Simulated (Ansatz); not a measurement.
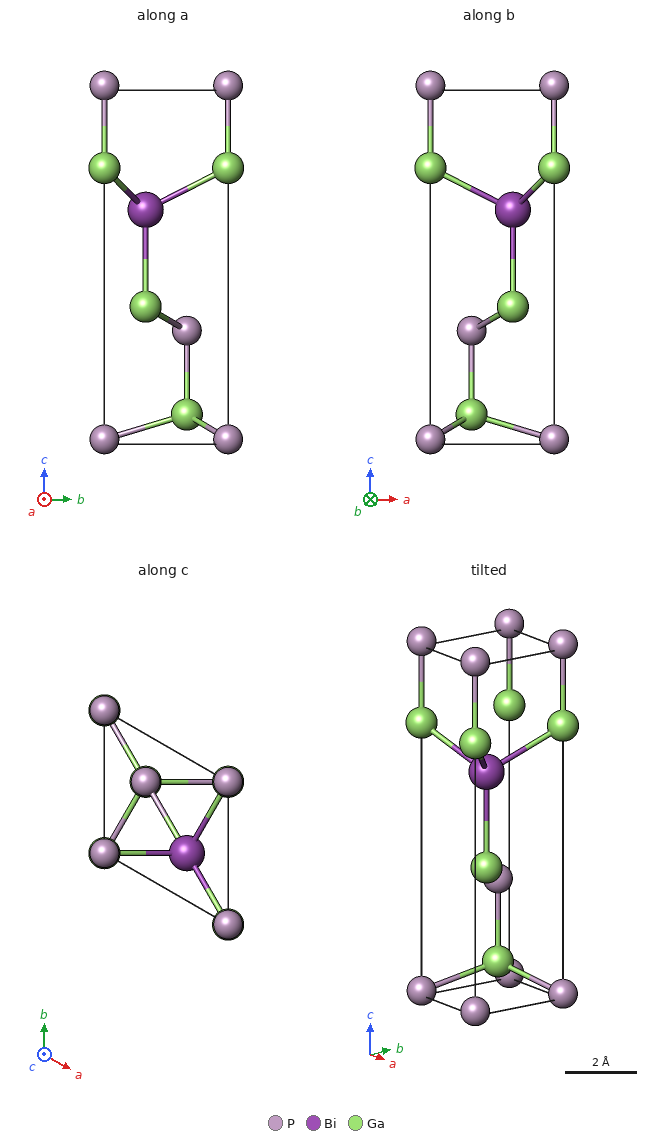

An orthographic ball-and-stick view of the structure, along the a axis, along the b axis, along the c axis and slightly off an axis. The parallelepiped is the conventional unit cell.

Lattice parameters: a = 4.0550 Å, b = 4.0550 Å, c = 10.0465 Å, α = 90.000°, β = 90.000°, γ = 120.000°.

**Put the structure into a CIF with its space group and independent sites, with free fractional coordinates to two decimals.**

```cif
data_structure
_symmetry_space_group_name_H-M 'P 3 m 1'
_symmetry_Int_Tables_number 156
_cell_length_a 4.0550
_cell_length_b 4.0550
_cell_length_c 10.0465
_cell_angle_alpha 90.000
_cell_angle_beta 90.000
_cell_angle_gamma 120.000
_cell_volume 143.06
loop_
_atom_site_label
_atom_site_type_symbol
_atom_site_symmetry_multiplicity
_atom_site_Wyckoff_symbol
_atom_site_fract_x
_atom_site_fract_y
_atom_site_fract_z
_atom_site_occupancy
P1 P 1 a 0.00 0.00 0.01 1
P2 P 1 b 0.3333 0.6667 0.32 1
Bi1 Bi 1 c 0.6667 0.3333 0.66 1
Ga1 Ga 1 b 0.3333 0.6667 0.08 1
Ga2 Ga 1 c 0.6667 0.3333 0.39 1
Ga3 Ga 1 a 0.00 0.00 0.78 1
```

Starting structure: a structure type filled with these elements by a generator (whether the compound takes this form wasn't checked). Earlier steps of the study, as a rule a relaxation of our own, may have changed the cell and positions, so they can lie some per cent off the listed ones. Ansatz was used for an electronic-structure calculation on it.
